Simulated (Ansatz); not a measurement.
# Zr chain started as a strip of triangles: one chain at several levels of theory, part 2 of 4

Aim: how far do the period, the moment and the conductance of the Zr chain started as a strip of triangles depend on the functional, the datasets and spin-orbit coupling, and at what cost?

Ansatz 0.2.0; DFT PBE, plane waves, PAW; relaxation of a chain's period (the session's first sound run).

So far. Step 2 (The relaxed wire, level PBE, cutoff 420 eV): The cell's length comes to 2.836 Å with no moment. That is -17 % against the start, more than a small adjustment.

## (3) The wire at its relaxed period, level PBE, cutoff 420 eV

This step: DFT PBE, plane waves, PAW; channels and complex bands of a perfect chain (Ansatz 0.2.0).

At the relaxed period the Bloch states of the perfect chain are found at each energy: those that move forward count the open channels, and those that decay describe how a disturbance dies away inside the wire itself. An energy step of 0.035 eV is under the 0.039 eV that the program asks for its thermal average at 300 K.

Input file input.yaml:

```yaml
crystal:
  lattice:
    - [9.0, 0.0, 0.0]
    - [0.0, 7.5, 0.0]
    - [0.0, 0.0, 2.8361523519]
  atoms:
    - { symbol: Zr, position: [0.372488816, 0.5, 0.0] }
    - { symbol: Zr, position: [0.627511184, 0.5, 0.5] }
kpoints:
  mp_grid: { grid: [1, 1, 29] }
  band_path: { path: ["Γ", Z], npoints: 60 }
scf:
  occupations: { method: fermi_dirac, width: 0.05 }
hamiltonian:
  xc: pbe
output:
  transmission:
    e_range: [-2, 2]
    de: 0.035
    kmesh: [1, 1]
    reduced_basis: true
    leads: [[0, 0]]
  dos: { projected: true, e_range: [-6, 4] }
  write_potential: true
  write_density: true
  volumetric_format: npy
  elf: true
```

Command:

```console
$ ansatz run input.yaml --threads 4 --pin off --max-ram 8192MiB --backend cpu --events-out ev --progress --plain --runs-dir out
```

Numbers of over 12 decimals in the logs are rounded to 6 here.

The program printed:

```text
[...]
Crystal: 2 atoms, lattice volume = 191.440 Å³
Basis set: ecut = 420 eV, 3755 PW (Γ)
Bands: 16, of which v1, the nominal top of the filled ones, is band 12 counted from 1 (11 counted from 0)
Symmetry: 8 space group operations
[...]
k-points: 15 of 29
[...]
SCF iter   1: F=—  HF=-8362.816318 eV  |F-HF|=—  |Δ(HF+E_count)|=         —  Δρ=5.81e-3  dr2=1.01e-1  ethr=1.77e-3  ⟨swp⟩=4.6  Hψ=1182  notcnv=0
[...]
SCF iter   8: F=-8362.815332 eV  HF=-8362.815332 eV  |F-HF|=1.44e-8  |Δ(HF+E_count)|=   1.47e-7  Δρ=1.88e-6  dr2=1.48e-8  ethr=4.17e-10  ⟨swp⟩=3.9  Hψ=724  notcnv=0
SCF 1 converged in 8 iterations: F = -8362.815332 eV  dr2 = 1.48e-8
[...]
NSCF: frozen V_eff on 61 k-points
transmission: 4 of 24 steps passed
transmission: 8 of 24 steps passed
[...]
transmission: 24 of 24 steps passed
WARN: The input density's exchange-correlation potential varies sharply where the density is thin. Do not read a vacuum level from v_tot or v_xc, or from such a field of the output density. On a cell that repeats whose density bears no net charge and no dipole along the vacuum's axis use v_es (v_loc + v_h of the components); under efield.dipole_correction with no amplitude use v_es + v_field, which holds any external [...]
SCF converged after 8 iterations
Free energy (F): -8362.815332 eV
[...]
Internal energy: -8362.788635 eV  (E = F + TS)
E sigma→0 (E₀):  -8362.801984 eV
Entropy (-TS):   -0.026697 eV (-13.349 meV/atom)
Fermi energy:    1.016037 eV
[...]
--- Band table (eV; the first three rows and the last of 15) ---
  k-point 0: bands = [... 8 lower, -1.8321, -1.4695, 0.2901, 0.5507, 1.1653, 1.4524, 2.3741, 2.4176]
  k-point 1: bands = [... 8 lower, -1.7884, -1.4122, 0.2990, 0.5753, 1.1554, 1.4812, 2.3701, 2.4025]
  k-point 2: bands = [... 8 lower, -1.6604, -1.2422, 0.3243, 0.6480, 1.1190, 1.5694, 2.3533, 2.3567]
  k-point 14: bands = [... 8 lower, -0.4153, -0.3229, -0.0355, -0.0035, 2.8868, 3.2052, 3.4111, 3.5119]
--- Transmission ---
  basis      : 595 plane waves across, 4 finite elements along
  points     : 1, standing for a mesh of 1 x 1
  filling    : by the input's occupations and mesh, since the crystals that have channels conduct as metals do. If one of these is a semiconductor, that mesh has misplaced its level
  energies   : 115 from -2.000000 to 1.990000 eV about the Fermi level, 0.035000 eV apart; the leads are filled to 0.000000 eV, and channels, transmission and decay are at -0.005000 eV
  crystal 0  : Zr2, at the sites [0, 0], period 2.8362 Å: whole cells are its period
    offset         : up to 0.0000 Å between an atom of the period and one for which it stands
    filled         : 1.5 meV over the level at which it is neutral
    channels       : 4.000000e0 a spin
    conductance    : 4.5882e14 S/m² at 300 K; may be off by some 0.0 % by where its bands' edges are placed, 0.0 % from the distance to neutral
```

The job ended after 27 s (4 threads of Arm Neoverse V1, shared host; peak memory 0.72 GiB; 98 s of CPU time).

This step gave:

```yaml
energy_at_zero_smearing: -8362.8020 eV
channels_at_the_energy_nearest_the_fermi_level_one_spin: 4
conductance_of_the_lead_as_this_run_defines_it: 3.997 G₀
band_gap: 0 eV
```

Table of open channels of the lead, one spin by energy, zero at the Fermi level:

```tsv
energy (eV)	open channels of the lead, one spin
-2.000	2
-1.510	2
-0.985	6
-0.495	1
-0.005	4
0.485	4
1.010	6
1.500	8
```

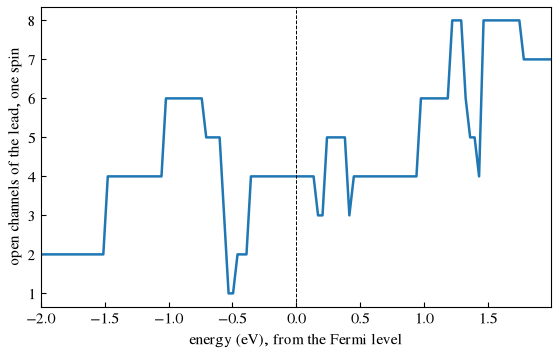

Open channels of the lead, one spin against energy.

The slowest values at each energy, most degenerate partners merged, listed up to 1.5 1/Å. Im kz of the slowest decaying states against energy, zero at the Fermi level:

```tsv
energy (eV)	decay 1 (Å⁻¹)	decay 2 (Å⁻¹)	decay 3 (Å⁻¹)	decay 4 (Å⁻¹)
-2.0000	0.340	0.471	0.587	0.732
-1.7550	0.251	0.412	0.537	0.670
-1.5100	0.0867	0.338	0.482	0.598
-1.2650	0.236	0.423	0.511	0.664
-0.9850	0.342	0.373	0.600	0.711
-0.7400	0.0951	0.251	0.538	0.656
-0.4950	0.0357	0.0570	0.0835	0.129
-0.2500	0.0867	0.247	0.397	0.520
-0.0050	0.0795	0.285	0.312	0.422
0.2400	0.203	0.238	0.295	0.791
0.4850	0.0531	0.266	0.287	0.739
0.7650	0.0701	0.254	0.256	0.671
1.0100	0.195	0.220	0.597	0.661
1.2550	0.155	0.486	0.579	0.726
1.5000	0.223	0.351	0.441	0.674
1.7450	0.367	0.400	0.615	0.769
```

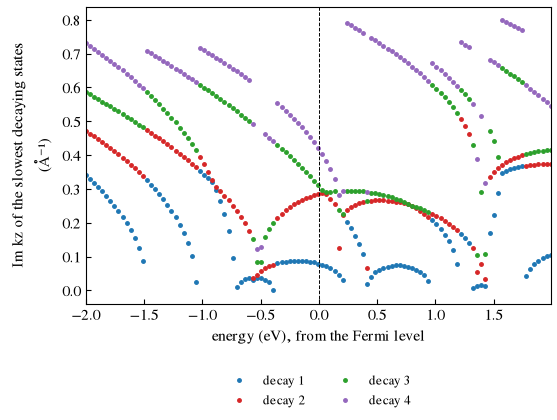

Im kz of the slowest decaying states, plotted against energy.

The electronic bands at the labelled points (eV, zero at the Fermi level):

```tsv
point	band 9	band 10	band 11	band 12	band 13	band 14	band 15	band 16
Γ	-2.85	-2.49	-0.73	-0.47	0.15	0.44	1.36	1.40
Z	-1.39	-1.39	-1.04	-1.04	2.04	2.04	2.46	2.46
```

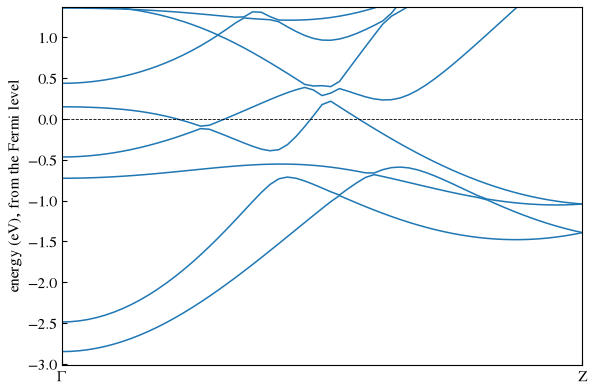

Electronic bands along the path.

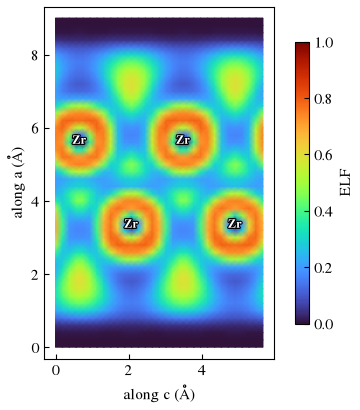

ELF in the ca plane at fractional y = 0.500, with atoms of Zr within 0.2 Å of it. It is the smooth field of the valence electrons, not physical close to the nuclei. The map starts off the cell's origin, so that atoms lie inside it.

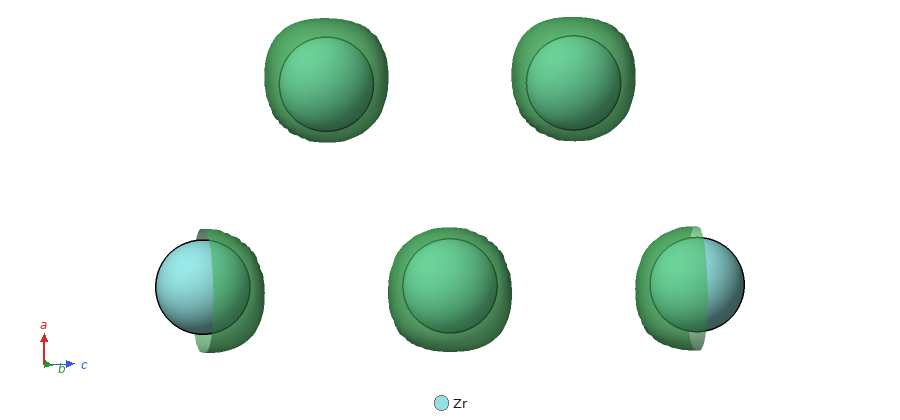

Surface of ELF = 0.74. 1×1×2 cells are drawn.

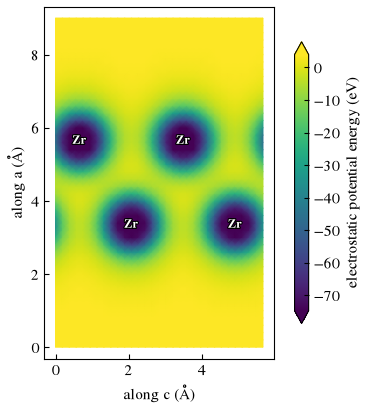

Electrostatic potential energy in the ca plane at fractional y = 0.500, with atoms of Zr within 0.2 Å of it. With pseudopotentials it is smooth inside the atoms' cores, unlike the true potential. The map starts off the cell's origin, so that atoms lie inside it.

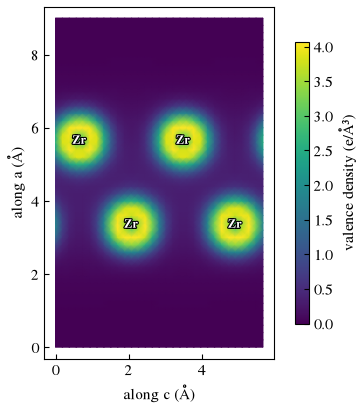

Valence density in the ca plane at fractional y = 0.500, with atoms of Zr within 0.2 Å of it. It is the smooth field of the valence electrons, not physical close to the nuclei. The map starts off the cell's origin, so that atoms lie inside it.

By hand: the program gives 4.5882 × 10^14 S/m² over the cell's cross-section of 67.50 Å² = 6.750 × 10^-19 m², so one cell conducts 3.097 × 10^-4 S. Divided by G0 = 2e²/h = 7.748 × 10^-5 S this is 4.00 G0, a resistance of 3.23 kΩ.

At the computed energy nearest the Fermi level there are 4 channels a spin, and the thermal average gives 4.00 G₀.

## (4) Relaxation of atoms and period

This step: DFT LDA, plane waves, PAW; relaxation of a chain's period (Ansatz 0.2.0).

The relaxation is repeated under another functional. LDA has no gradient terms and tends to overbind, so it marks the short end of the likely bond lengths.

Input file input.yaml:

```yaml
crystal:
  lattice:
    - [9.0, 0.0, 0.0]
    - [0.0, 7.5, 0.0]
    - [0.0, 0.0, 3.42475]
  atoms:
    - { symbol: Zr, position: [0.337444444, 0.5, 0.0], spin: 1.0 }
    - { symbol: Zr, position: [0.662555556, 0.5, 0.5], spin: 1.0 }
magnetization:
  spin_polarized: true
kpoints:
  mp_grid: { grid: [1, 1, 24] }
scf:
  occupations: { method: fermi_dirac, width: 0.05 }
hamiltonian:
  xc: lda
relax:
  cell: { fix: [a, b, alpha, beta, gamma] }
  max_steps: 60
```

The program printed:

```text
[...]
Crystal: 2 atoms, lattice volume = 231.171 Å³
Basis set: ecut = 420 eV, 4517 PW (Γ)
Bands: 17, of which v1, the nominal top of the filled ones, is band 12 counted from 1 (11 counted from 0)
Symmetry: 8 space group operations
[...]
k-points: 13 of 24
[...]
Starting moments: Σ|m| = 2 μB on 2 of 2 sites
[...]
-0.000000      -0.000000      -0.038546
  P = ⅓ Tr σ = -0.0847 GPa (-0.847 kbar)
--- Relaxed structure (8 steps of the walk, 8 accepted, 1 SCFs on fresh bases) ---
[...]
cell:  # Å, volume = 185.9845 Å³
    - [9.0, 0, 0]
    - [0, 7.5, 0]
    - [0, 0, 2.755326]
  atoms:
    - { symbol: Zr, position: [0.374413, 0.5, -5.392989464379172e-18] }
    - { symbol: Zr, position: [0.625587, 0.5, 0.500000] }
[key lines of the parts left out:]
SCF converged after 6 iterations
Magnetization: -0.0000 μB (12.0000 up, 12.0000 down)
Free energy (F): -8149.630889 eV
Fermi energy:    0.802466 eV
```

Wall time 18 s (4 threads); peak memory 0.52 GiB.

Relaxation path:

```tsv
step	energy less that of the first step (eV)	largest force component (eV/Å)	pressure (GPa)	volume (Å³)
1	0.0000	2.6001	-4.20	231.17
2	-1.3566	2.6389	-3.77	225.04
3	-2.1200	0.2256	-1.69	220.52
4	-2.4714	0.3088	-1.31	209.23
5	-2.7264	0.2900	-1.15	197.67
6	-2.8418	0.3512	0.13	186.39
7	-2.8475	0.0274	-0.07	185.65
8	-2.8476	0.0021	-0.09	185.98
9*	-2.8472	0.0016	-0.08	185.98
```

Relaxation steps marked * repeat the geometry before them on a plane-wave basis chosen anew for their cell, so energy and pressure can jump there.

The run keeps the 8 symmetry operations that it works with, so distortions that break them were not tested.

```tsv
cell as run	before	after	change
c (Å)	3.425	2.755	-19.5 %
```

The atoms that moved most (Å, along periodic axes as changes of fractional coordinates times the final cell, across vacuum about the mean position):

```tsv
atom	dx	dy	dz	length
Zr1	0.333	0.000	0.000	0.333
Zr2	-0.333	0.000	0.000	0.333
```

Final coordinates:

```
Zr
1.0
     9.00000    0.00000    0.00000
     0.00000    7.50000    0.00000
     0.00000    0.00000    2.75533
Zr
2
Direct
  0.37441 0.50000 0.00000
  0.62559 0.50000 0.50000
```

The cell's length comes to 2.755 Å, -2.8 % against the first run, with no moment. That is -20 % against the start, more than a small adjustment.

The cell shrank by 19.5 % in its periodic edges. First to last step the energy falls by 2.847 eV, across changes of basis; the largest move, 0.33 Å, is that of Zr1 and 1 other atom alike.

## (5) The perfect wire, level LDA, cutoff 420 eV

This step: DFT LDA, plane waves, PAW; channels and complex bands of a perfect chain (Ansatz 0.2.0).

The channels are counted again under LDA, at the period that it gave.

Input file input.yaml:

```yaml
crystal:
  lattice:
    - [9.0, 0.0, 0.0]
    - [0.0, 7.5, 0.0]
    - [0.0, 0.0, 2.7553256354]
  atoms:
    - { symbol: Zr, position: [0.374413274, 0.5, 0.0] }
    - { symbol: Zr, position: [0.625586726, 0.5, 0.5] }
kpoints:
  mp_grid: { grid: [1, 1, 30] }
  band_path: { path: ["Γ", Z], npoints: 60 }
scf:
  occupations: { method: fermi_dirac, width: 0.05 }
hamiltonian:
  xc: lda
output:
  transmission:
    e_range: [-2, 2]
    de: 0.035
    kmesh: [1, 1]
    reduced_basis: true
    leads: [[0, 0]]
  dos: { projected: true, e_range: [-6, 4] }
```

The program printed:

```text
[...]
Crystal: 2 atoms, lattice volume = 185.984 Å³
Basis set: ecut = 420 eV, 3679 PW (Γ)
Bands: 16, of which v1, the nominal top of the filled ones, is band 12 counted from 1 (11 counted from 0)
Symmetry: 8 space group operations
[...]
k-points: 16 of 30
[...]
k-point 15: bands = [... 8 lower, -0.6822, -0.6822, -0.3433, -0.3433, 3.0381, 3.0381, 3.5246, 3.5246]
--- Transmission ---
  basis      : 595 plane waves across, 4 finite elements along
  points     : 1, standing for a mesh of 1 x 1
[...]
crystal 0  : Zr2, at the sites [0, 0], period 2.7553 Å: whole cells are its period
[...]
filled         : 0.0 meV under the level at which it is neutral
    channels       : 4.000000e0 a spin
[...]
[key lines of the parts left out:]
SCF converged after 8 iterations
Free energy (F): -8149.627562 eV
Fermi energy:    0.808818 eV
```

The job ended after 36 s (4 threads; peak memory 0.84 GiB; 2.2 min of CPU time).

At the computed energy nearest the Fermi level there are 4 channels a spin, and the thermal average gives 3.99 G₀.

## (6) Relaxation of atoms and period, cutoff 500 eV

This step: DFT r2SCAN, plane waves, PAW; relaxation of a chain's period (Ansatz 0.2.0).

The relaxation is repeated under another functional. r2SCAN also reads the kinetic-energy density; it often gives larger moments and wider gaps than PBE, at a higher cost. Against the first PBE run of this kind, the cutoff is 500 eV against 420.

Input file input.yaml:

```yaml
crystal:
  lattice:
    - [9.0, 0.0, 0.0]
    - [0.0, 7.5, 0.0]
    - [0.0, 0.0, 3.42475]
  atoms:
    - { symbol: Zr, position: [0.337444444, 0.5, 0.0], spin: 1.0 }
    - { symbol: Zr, position: [0.662555556, 0.5, 0.5], spin: 1.0 }
magnetization:
  spin_polarized: true
kpoints:
  mp_grid: { grid: [1, 1, 24] }
scf:
  occupations: { method: fermi_dirac, width: 0.05 }
hamiltonian:
  xc: r2scan
relax:
  cell: { fix: [a, b, alpha, beta, gamma] }
  max_steps: 60
```

The program printed:

```text
[...]
Crystal: 2 atoms, lattice volume = 231.171 Å³
Basis set: ecut = 500 eV, 5887 PW (Γ), exchange–correlation on 288×240×100 points (64 copies of the dense FFT grid, shifted against one another)
Bands: 17, of which v1, the nominal top of the filled ones, is band 12 counted from 1 (11 counted from 0)
Symmetry: 8 space group operations
[...]
0.000000       0.000000      -0.001578
  P = ⅓ Tr σ = 0.0169 GPa (0.169 kbar)
--- Relaxed structure (9 steps of the walk, 9 accepted, 2 SCFs on fresh bases) ---
[...]
cell:  # Å, volume = 188.7257 Å³
    - [9.0, 0, 0]
    - [0, 7.5, 0]
    - [0, 0, 2.795936]
  atoms:
    - { symbol: Zr, position: [0.371359, 0.5, -4.9473696322770484e-18] }
    - { symbol: Zr, position: [0.628641, 0.5, 0.5] }
[key lines of the parts left out:]
SCF converged after 7 iterations
Magnetization: 0.6272 μB (12.3136 up, 11.6864 down)
Free energy (F): -8384.887323 eV
Fermi energy:    1.009343 eV
```

Wall time 2.8 min (4 threads); peak memory 1 GiB; 11 min of CPU time.

The steps of the relaxation:

```tsv
step	energy less that of the first step (eV)	largest force component (eV/Å)	pressure (GPa)	volume (Å³)
1	0.0000	1.4432	-2.87	231.17
2	-1.1247	2.0690	-3.02	219.85
3	-1.6737	0.6930	-0.75	214.50
4	-1.9152	0.3129	-0.96	203.26
5	-2.0092	0.3085	0.07	192.11
6	-2.0249	0.1738	0.15	189.05
7	-2.0271	0.0172	0.05	188.28
8	-2.0272	0.0090	0.01	188.96
9*	-2.0250	0.0082	0.00	188.96
10	-2.0251	0.0002	0.02	188.73
11*	-2.0251	0.0002	0.02	188.73
```

Relaxation steps marked * repeat the geometry before them on a plane-wave basis chosen anew for their cell, so energy and pressure can jump there.

The run keeps the 8 symmetry operations that it works with, so distortions that break them were not tested.

```tsv
cell as run	before	after	change
c (Å)	3.425	2.796	-18.4 %
```

The atoms that moved most (Å, along periodic axes as changes of fractional coordinates times the final cell, across vacuum about the mean position):

```tsv
atom	dx	dy	dz	length
Zr1	0.305	0.000	0.000	0.305
Zr2	-0.305	0.000	0.000	0.305
```

The relaxed structure:

```cif
data_structure
_symmetry_space_group_name_H-M 'P 1'
_symmetry_Int_Tables_number 1
_cell_length_a 9.0000
_cell_length_b 7.5000
_cell_length_c 2.7959
_cell_angle_alpha 90.000
_cell_angle_beta 90.000
_cell_angle_gamma 90.000
_cell_volume 188.73
loop_
_atom_site_label
_atom_site_type_symbol
_atom_site_fract_x
_atom_site_fract_y
_atom_site_fract_z
_atom_site_occupancy
Zr1 Zr 0.37136 0.50000 0.00000 1
Zr2 Zr 0.62864 0.50000 0.50000 1
```

The cell's length comes to 2.796 Å, -1.4 % against the first run, with an absolute moment of 0.89 μB a cell. That is -18 % against the start, more than a small adjustment.

The cell shrank by 18.4 % in its periodic edges. From the first step to the last the energy fell by 2.025 eV, across changes of basis, and the largest move was 0.31 Å (Zr1 and 1 other atom alike).

## (7) The perfect wire, level r2SCAN, cutoff 500 eV

This step: DFT r2SCAN, plane waves, PAW; channels and complex bands of a perfect chain (Ansatz 0.2.0).

The channels are counted again under r2SCAN, at the period that it gave. Its window is narrower, to save time.

Input file input.yaml:

```yaml
crystal:
  lattice:
    - [9.0, 0.0, 0.0]
    - [0.0, 7.5, 0.0]
    - [0.0, 0.0, 2.7959357823]
  atoms:
    - { symbol: Zr, position: [0.371358559, 0.5, 0.0], spin: 0.06 }
    - { symbol: Zr, position: [0.628641441, 0.5, 0.5], spin: 0.06 }
magnetization:
  spin_polarized: true
kpoints:
  mp_grid: { grid: [1, 1, 29] }
  band_path: { path: ["Γ", Z], npoints: 60 }
scf:
  occupations: { method: fermi_dirac, width: 0.05 }
hamiltonian:
  xc: r2scan
output:
  transmission:
    e_range: [-0.7, 0.7]
    de: 0.035
    kmesh: [1, 1]
    reduced_basis: true
    leads: [[0, 0]]
  dos: { projected: true, e_range: [-6, 4] }
```

The program printed:

```text
[...]
Crystal: 2 atoms, lattice volume = 188.726 Å³
Basis set: ecut = 500 eV, 4789 PW (Γ), exchange–correlation on 288×240×96 points (64 copies of the dense FFT grid, shifted against one another)
Bands: 17, of which v1, the nominal top of the filled ones, is band 12 counted from 1 (11 counted from 0)
Symmetry: 8 space group operations
[...]
k-points: 15 of 29
[...]
--- Transmission ---
  basis      : 711 plane waves across, 4 finite elements along
  points     : 1, standing for a mesh of 1 x 1
[...]
crystal 0  : Zr2, at the sites [0, 0], period 2.7959 Å: whole cells are its period
[...]
filled         : 2.7 meV over the level at which it is neutral
    channels       : 5.000000e0 up, 2.000000e0 down
[...]
[key lines of the parts left out:]
SCF converged after 23 iterations
Magnetization: 0.6401 μB (12.3201 up, 11.6799 down)
Free energy (F): -8384.887650 eV
Fermi energy:    1.012834 eV
```

It took 58 s on 4 threads; peak memory 1.1 GiB.

At the computed energy nearest the Fermi level there are 5 spin-up and 2 spin-down channels, and the thermal average gives 3.50 G₀.

(Continued in part 3 of 4.)

[Logs are printed without paths, hosts, clocks, repeated set-up lines and the standing remarks that a program may print on its own settings, such as how far it seeks lower states.]

[Hosts, paths, dates, database ids (printed as entryN), source tags and the programs' standing remarks are cut or masked in the printed files.]
